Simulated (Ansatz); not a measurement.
**AlCl₃H₄OSi: search for a transition state**

Wanted: the transition state of a ligand redistribution between two centres (form Al1–H6, O2–Si5 and break Al1–O2, Si5–H6). The guess is relaxed with those distances held, a saddle search follows, and vibrations and two downhill relaxations check it.

Computed with Ansatz 0.2.0, Gaussian basis. Level: PBE0-D4, def2-SVP first, then def2-TZVP.

## 1. Starting geometry

The guess: 10 atoms, charge 0, spin multiplicity 1.

Atoms are counted from 1 here; the program's logs count them from 0.

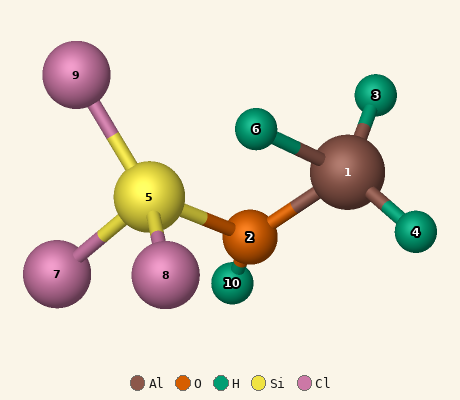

The starting geometry (aluminium brown, oxygen orange, hydrogen teal, silicon yellow, chlorine pink); atoms are numbered from 1 in the order of the file.

Geometry (Å):

```xyz
10
AlCl3H4OSi
Al   -1.1436   -0.1042   -1.2363
O     0.3484    0.6476   -0.6915
H    -0.8992   -1.0679   -2.4116
H    -2.3670    0.8173   -1.0673
Si    0.6497   -0.1925    1.0589
H    -0.8393   -0.9570    0.2929
Cl    2.4725    0.7792    1.1211
Cl   -0.4904    0.8368    2.3470
Cl    1.2654   -2.0600    1.5426
H     1.0037    1.3007   -0.9559
```

Distances that are to change: Al1–H6 1.78 Å, O2–Si5 1.96 Å, Al1–O2 1.76 Å, Si5–H6 1.84 Å.

## 2. Constrained relaxation of the guess

File hold/in.yaml:

```yaml
crystal:
  periodic: [false, false, false]
  atoms:
    - {symbol: Al, position_ang: [-1.143600, -0.104200, -1.236300]}
    - {symbol: O, position_ang: [0.348400, 0.647600, -0.691500]}
    - {symbol: H, position_ang: [-0.899200, -1.067900, -2.411600]}
    - {symbol: H, position_ang: [-2.367000, 0.817300, -1.067300]}
    - {symbol: Si, position_ang: [0.649700, -0.192500, 1.058900]}
    - {symbol: H, position_ang: [-0.839300, -0.957000, 0.292900]}
    - {symbol: Cl, position_ang: [2.472500, 0.779200, 1.121100]}
    - {symbol: Cl, position_ang: [-0.490400, 0.836800, 2.347000]}
    - {symbol: Cl, position_ang: [1.265400, -2.060000, 1.542600]}
    - {symbol: H, position_ang: [1.003700, 1.300700, -0.955900]}
basis:
  gaussian: {orbitals: def2-SVP}
hamiltonian: {xc: pbe0, dispersion: d4}
relax: {f_tol: 0.04, max_steps: 150, escape_saddle: false, constraints: [{distance: [0, 5]}, {distance: [1, 4]}, {distance: [0, 1]}, {distance: [4, 5]}]}
```

Started as:

```sh
ansatz run in.yaml --threads 8 --pin off --events-out ev --progress --plain --max-ram 19148MiB
```

The log of the run, shortened:

```text
Functional definition: PBE0
  name "PBE0"
  cite "Adamo & Barone, J. Chem. Phys. 110, 6158 (1999) doi:10.1063/1.478522"
  cite "Perdew, Burke & Ernzerhof, Phys. Rev. Lett. 77, 3865 (1996) doi:10.1103/PhysRevLett.77.3865"
  parent pbe
[...]
1217 factors; integrals over basis functions are off by at most 3.0e-4 eV
[...]
mean field -54120.36116900 eV, -1988.8865888624 hartree, gradient 4.9e-5 eV, S^2 0.000000; 0 other end points of the search recorded, 0 dependent functions left out
[...]
reference -54120.36119923 eV, -1988.8865899735 hartree; 45, 45 occupied and 79, 79 virtual orbitals, 1217 factors
relax step   1: F+E_penalty+E_count = -54120.69413072 eV  Δ(F+E_penalty+E_count) = +0.000e0 eV  max|allowed force component| = 7.233e-1 eV/Å  Δτ_max = 0.0000 Å  (23 SCF iters, accepted)
[...]
relax step   5: F+E_penalty+E_count = -54120.81365897 eV  Δ(F+E_penalty+E_count) = -1.332e-2 eV  max|allowed force component| = 2.709e-2 eV/Å  Δτ_max = 0.1021 Å  (24 SCF iters, accepted)
[...]
relax step   6: F+E_penalty+E_count = -54120.81435494 eV  Δ(F+E_penalty+E_count) = -6.960e-4 eV  max|allowed force component| = 3.761e-2 eV/Å  Δτ_max = 0.0573 Å  (23 SCF iters, accepted)
  distance Al 0 - H 5 held at 1.777166 Å   reaction = +2.8943e-1 eV/Å
  distance O 1 - Si 4 held at 1.964803 Å   reaction = +1.7504e0 eV/Å
  distance Al 0 - O 1 held at 1.757292 Å   reaction = -1.7993e0 eV/Å
  distance Si 4 - H 5 held at 1.840744 Å   reaction = +9.6451e-1 eV/Å
1217 factors; integrals over basis functions are off by at most 3.0e-4 eV
mean field -54120.48378028 eV, -1988.8910947440 hartree, gradient 6.0e-5 eV, S^2 0.000000; 1 other end points of the search recorded, 0 dependent functions left out
[...]
reference -54120.48381063 eV, -1988.8910958592 hartree; 45, 45 occupied and 79, 79 virtual orbitals, 1217 factors
Total energy: -54120.81438529 eV, -1988.9032442538 hartree
Atom 0 at    -1.117226    -0.111018    -1.219728 Å, force    -1.516293    -0.854444    -0.226163 eV/Å
Atom 1 at     0.411301     0.617073    -0.749025 Å, force     1.764938     0.098047     2.096850 eV/Å
Atom 2 at    -0.947162    -1.266142    -2.296871 Å, force    -0.008434     0.022188     0.020740 eV/Å
Atom 3 at    -2.328292     0.916715    -1.196078 Å, force     0.022516    -0.020927    -0.003892 eV/Å
Atom 4 at     0.619504    -0.125507     1.058093 Å, force    -1.002344     0.282544    -1.960066 eV/Å
Atom 5 at    -0.953258    -0.820755     0.401293 Å, force     0.797693     0.482511     0.072373 eV/Å
Atom 6 at     2.406903     0.943353     1.250487 Å, force    -0.026109    -0.013624    -0.007863 eV/Å
Atom 7 at    -0.488142     0.685177     2.578181 Å, force     0.016812    -0.005815    -0.002550 eV/Å
Atom 8 at     1.291710    -2.052932     1.231452 Å, force    -0.011172     0.030659     0.004887 eV/Å
Atom 9 at     1.104863     1.214036    -1.057906 Å, force    -0.037606    -0.021140     0.005684 eV/Å
Dipole moment:     0.202520     0.238159    -0.228350 e Å
```

It took 9.5 s on 8 threads of Arm Neoverse V2, shared host; peak memory 0.36 GiB.

Step by step:

| step | energy from step 1 (eV) | largest force component (eV/Å) |
| --- | --- | --- |
| 1 | 0.0000 | 0.7233 |
| 2 | -0.0732 | 0.2747 |
| 3 | -0.0998 | 0.0789 |
| 4 | -0.1062 | 0.1894 |
| 5 | -0.1195 | 0.0271 |
| 6 | -0.1202 | 0.0376 |

Distances of close pairs at the start and the end, largest changes first:

| bond | before (Å) | after (Å) | change (Å) |
| --- | --- | --- | --- |
| Al1–H3 | 1.539 | 1.589 | +0.049 |
| Al1–H4 | 1.541 | 1.589 | +0.048 |
| Si5–Cl8 | 2.005 | 2.048 | +0.043 |
| Si5–Cl7 | 2.067 | 2.091 | +0.025 |
| Si5–Cl9 | 2.025 | 2.049 | +0.024 |
| O2–H10 | 0.962 | 0.966 | +0.004 |
| Al1–O2 | 1.757 | 1.757 | +0.000 |
| Al1–H6 | 1.777 | 1.777 | +0.000 |

## 3. Force constants to start from

File hessian/in.yaml:

```yaml
crystal:
  periodic: [false, false, false]
  atoms:
    - {symbol: Al, position_ang: [-1.117226, -0.111018, -1.219728]}
    - {symbol: O, position_ang: [0.411301, 0.617073, -0.749025]}
    - {symbol: H, position_ang: [-0.947162, -1.266142, -2.296871]}
    - {symbol: H, position_ang: [-2.328292, 0.916715, -1.196078]}
    - {symbol: Si, position_ang: [0.619504, -0.125507, 1.058093]}
    - {symbol: H, position_ang: [-0.953258, -0.820755, 0.401293]}
    - {symbol: Cl, position_ang: [2.406903, 0.943353, 1.250487]}
    - {symbol: Cl, position_ang: [-0.488142, 0.685177, 2.578181]}
    - {symbol: Cl, position_ang: [1.291710, -2.052932, 1.231452]}
    - {symbol: H, position_ang: [1.104863, 1.214036, -1.057906]}
basis:
  gaussian: {orbitals: def2-SVP}
hamiltonian: {xc: pbe0, dispersion: d4}
phonons: {}
scf: {lower_state_search: off}
```

Started as:

```sh
ansatz run in.yaml --threads 8 --pin off --events-out ev --progress --plain --max-ram 19148MiB
```

The log of the run, shortened:

```text
[... 5 set-up lines as earlier in the session ...]
[...]
1218 factors; integrals over basis functions are off by at most 3.0e-4 eV
[...]
mean field -54120.48378405 eV, -1988.8910948825 hartree, gradient 2.3e-6 eV, S^2 0.000000; 0 other end points of the search recorded, 0 dependent functions left out
[...]
reference -54120.48381431 eV, -1988.8910959944 hartree; 45, 45 occupied and 79, 79 virtual orbitals, 1218 factors
[... from here to the last solve, the lines of the solves are left out (59 solves) ...]
1218 factors; integrals over basis functions are off by at most 3.0e-4 eV
[...]
mean field -54120.48375538 eV, -1988.8910938289 hartree, gradient 7.4e-7 eV, S^2 0.000000; 0 other end points of the search recorded, 0 dependent functions left out
[...]
reference -54120.48378564 eV, -1988.8910949407 hartree; 45, 45 occupied and 79, 79 virtual orbitals, 1218 factors
[...]
WARN: phonons: 5 modes above zero are rigid motions of the cell's bodies and no vibrations: the zero-point energy, free energy, entropy and heat capacity leave them out. With what each would have added to F at 1000 K, by the weight of its row in the mesh: 0.00 cm⁻¹ (-1.102 eV; rigid [...]
WARN: phonons: modes at or below zero, which the zero-point energy, F, S and C_V leave out: 2, the lowest at -102.13 cm⁻¹. A minimum has none, and a first-order saddle one
[...]
Atom 1 at     0.411301     0.617073    -0.749025 Å, force     1.765061     0.098123     2.096611 eV/Å
Atom 2 at    -0.947162    -1.266142    -2.296871 Å, force    -0.008429     0.022198     0.020766 eV/Å
Atom 3 at    -2.328292     0.916715    -1.196078 Å, force     0.022530    -0.020932    -0.003888 eV/Å
Atom 4 at     0.619504    -0.125507     1.058093 Å, force    -1.002321     0.282605    -1.960085 eV/Å
Atom 5 at    -0.953258    -0.820755     0.401293 Å, force     0.797777     0.482483     0.072496 eV/Å
Atom 6 at     2.406903     0.943353     1.250487 Å, force    -0.026131    -0.013764    -0.007835 eV/Å
Atom 7 at    -0.488142     0.685177     2.578181 Å, force     0.016671    -0.005867    -0.002548 eV/Å
Atom 8 at     1.291710    -2.052932     1.231452 Å, force    -0.011172     0.030742     0.004866 eV/Å
Atom 9 at     1.104863     1.214036    -1.057906 Å, force    -0.037598    -0.021135     0.005678 eV/Å
Dipole moment:     0.202521     0.238161    -0.228353 e Å
Vibrations: -102.13 -96.95 116.34 119.59 201.16 218.03 222.50 313.56 354.26 384.39 481.91 526.27 542.34 651.59 657.24 746.10 787.40 934.07 952.74 1050.74 1508.86 1937.61 1942.49 3867.64 cm⁻¹, zero-point energy 1.147898 eV
Checks for a lower state left out: stability, starts, cluster_reference, orbital_swaps, neighbouring_geometries, increment
```

It took 51 s on 8 threads of Arm Neoverse V2, shared host; peak memory 0.3 GiB.

The structure is not stationary yet, so these wavenumbers are no spectrum; the search needs only the force constants.

## 4. Saddle search in the small basis

A small driver takes partitioned rational-function steps: uphill along one mode, downhill along the rest. It calls the program once a step for energy and forces and updates the Hessian by Bofill's formula. It stops when the largest force is under 0.04 eV/Å and the followed curvature is negative. The first step's input:

File presaddle/in.yaml:

```yaml
crystal:
  periodic: [false, false, false]
  atoms:
    - {symbol: Al, position_ang: [-1.117226, -0.111018, -1.219728]}
    - {symbol: O, position_ang: [0.411301, 0.617073, -0.749025]}
    - {symbol: H, position_ang: [-0.947162, -1.266142, -2.296871]}
    - {symbol: H, position_ang: [-2.328292, 0.916715, -1.196078]}
    - {symbol: Si, position_ang: [0.619504, -0.125507, 1.058093]}
    - {symbol: H, position_ang: [-0.953258, -0.820755, 0.401293]}
    - {symbol: Cl, position_ang: [2.406903, 0.943353, 1.250487]}
    - {symbol: Cl, position_ang: [-0.488142, 0.685177, 2.578181]}
    - {symbol: Cl, position_ang: [1.291710, -2.052932, 1.231452]}
    - {symbol: H, position_ang: [1.104863, 1.214036, -1.057906]}
basis:
  gaussian: {orbitals: def2-SVP}
hamiltonian: {xc: pbe0, dispersion: d4}
output: {forces: true}
scf: {lower_state_search: off}
```

Started as:

```sh
ansatz run in.yaml --threads 8 --pin off --events-out ev --progress --plain --max-ram 19148MiB
```

The driver's record:

| step | energy (eV) | largest force (eV/Å) | followed curvature (eV/Å²) |
| --- | --- | --- | --- |
| 1 | -54120.81434 | 2.0966 | -0.15 |
| 2 | -54120.87731 | 1.6110 | 0.31 |
| 3 | -54120.76577 | 1.3216 | -0.20 |
| 4 | -54121.08619 | 0.7565 | -0.19 |
| 5 | -54120.99249 | 0.9230 | -0.57 |
| 6 | -54120.97974 | 0.7440 | -0.36 |
| 7 | -54121.00540 | 0.7914 | -1.31 |
| 8 | -54121.03951 | 0.5249 | -1.52 |
| 9 | -54121.03208 | 0.7962 | -0.67 |
| 10 | -54121.03657 | 0.4875 | -0.40 |
| 11 | -54121.03311 | 0.3664 | -0.44 |
| 12 | -54121.03627 | 0.1304 | -0.40 |
| 13 | -54121.03356 | 0.1482 | -0.56 |
| 14 | -54121.03383 | 0.0701 | -0.29 |
| 15 | -54121.03286 | 0.0727 | -0.56 |
| 16 | -54121.03169 | 0.0930 | -0.46 |
| 17 | -54121.03171 | 0.0778 | -0.37 |
| 18 | -54121.03081 | 0.0454 | -0.27 |
| 19 | -54121.02978 | 0.0523 | -0.16 |
| 20 | -54121.02863 | 0.0317 | -0.14 |

The 20 steps took 18 s in all (8 threads of Arm Neoverse V2, shared host).

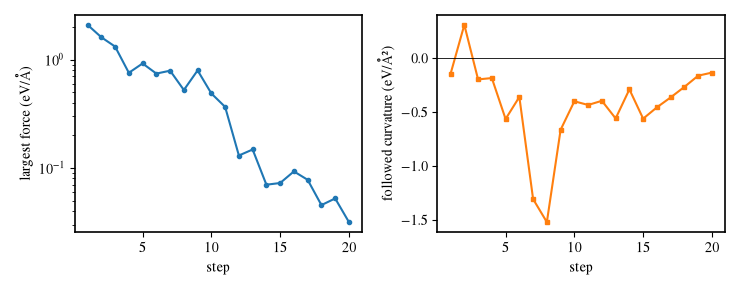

Largest force and followed curvature during the search.

## 5. Saddle search in triple zeta

The search itself is an outer loop (partitioned rational-function steps, Bofill update of the Hessian). Each step is one single-point run with forces. It stops when the largest force is under 0.01 eV/Å and the followed curvature is negative. The first step's input:

File saddle/in.yaml:

```yaml
crystal:
  periodic: [false, false, false]
  atoms:
    - {symbol: Al, position_ang: [-1.089099, -0.105639, -1.290475]}
    - {symbol: O, position_ang: [0.225502, 0.915634, -0.503497]}
    - {symbol: H, position_ang: [-0.555518, -0.918707, -2.536422]}
    - {symbol: H, position_ang: [-2.561685, 0.409749, -1.045757]}
    - {symbol: Si, position_ang: [0.582715, -0.195157, 0.943966]}
    - {symbol: H, position_ang: [-0.573050, -0.996932, 0.163528]}
    - {symbol: Cl, position_ang: [2.613557, 0.238754, 0.690493]}
    - {symbol: Cl, position_ang: [-0.307655, 1.019070, 2.344471]}
    - {symbol: Cl, position_ang: [0.842842, -2.002738, 1.971296]}
    - {symbol: H, position_ang: [0.822590, 1.635966, -0.737702]}
basis:
  gaussian: {orbitals: def2-TZVP}
hamiltonian: {xc: pbe0, dispersion: d4}
output: {forces: true}
scf: {lower_state_search: off}
```

Started as:

```sh
ansatz run in.yaml --threads 8 --pin off --events-out ev --progress --plain --max-ram 19148MiB
```

The driver's record:

| step | energy (eV) | largest force (eV/Å) | followed curvature (eV/Å²) |
| --- | --- | --- | --- |
| 1 | -54141.71623 | 0.3670 | -0.14 |
| 2 | -54141.71958 | 0.2345 | -0.02 |
| 3 | -54141.70268 | 0.3618 | 0.17 |
| 4 | -54141.67608 | 0.3881 | 0.38 |
| 5 | -54141.63288 | 0.4748 | 0.25 |
| 6 | -54141.54939 | 0.7462 | -0.23 |
| 7 | -54141.55204 | 0.4934 | -0.93 |
| 8 | -54141.58188 | 0.4706 | -0.95 |
| 9 | -54141.62293 | 0.4833 | -0.95 |
| 10 | -54141.65837 | 0.5945 | -0.95 |
| 11 | -54141.68628 | 0.2475 | -0.96 |
| 14 | -54141.69934 | 0.1565 | -0.91 |
| 17 | -54141.69874 | 0.1195 | -0.11 |
| 20 | -54141.70235 | 0.1524 | -1.20 |
| 23 | -54141.70105 | 0.2220 | -1.08 |
| 26 | -54141.70513 | 0.0787 | -1.48 |
| 29 | -54141.70756 | 0.0717 | -1.50 |
| 32 | -54141.70966 | 0.1379 | -1.50 |
| 35 | -54141.71016 | 0.4795 | -1.49 |
| 38 | -54141.71322 | 0.1211 | -2.02 |
| 39 | -54141.71454 | 0.1805 | -2.02 |
| 40 | -54141.71585 | 0.3281 | -2.03 |
| 41 | -54141.71759 | 0.1714 | -2.05 |
| 42 | -54141.71535 | 0.4899 | -2.04 |
| 43 | -54141.71467 | 0.3071 | -2.00 |
| 44 | -54141.71526 | 0.3719 | -3.72 |
| 45 | -54141.71768 | 0.1024 | -3.88 |

The 45 steps took 2.3 min in all (8 threads of Arm Neoverse V2, shared host).

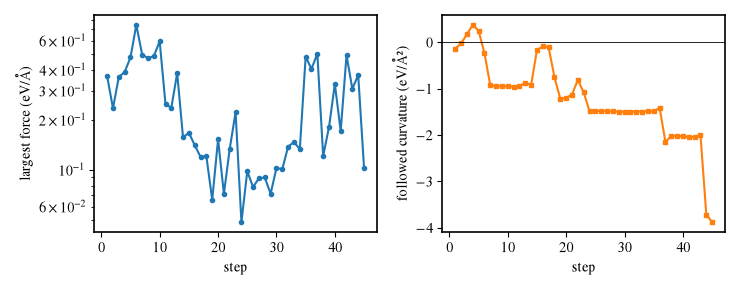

Largest force and followed curvature during the search.

## 6. What came out

| quantity | value |
| --- | --- |
| search | not converged after 45 steps |
| last largest force | 0.102 eV/Å |
| last followed curvature | -3.88 eV/Å² |

What this shows: No saddle point was found from this guess, so no barrier can be given. The curvature is negative, but the forces are still above the tolerance.
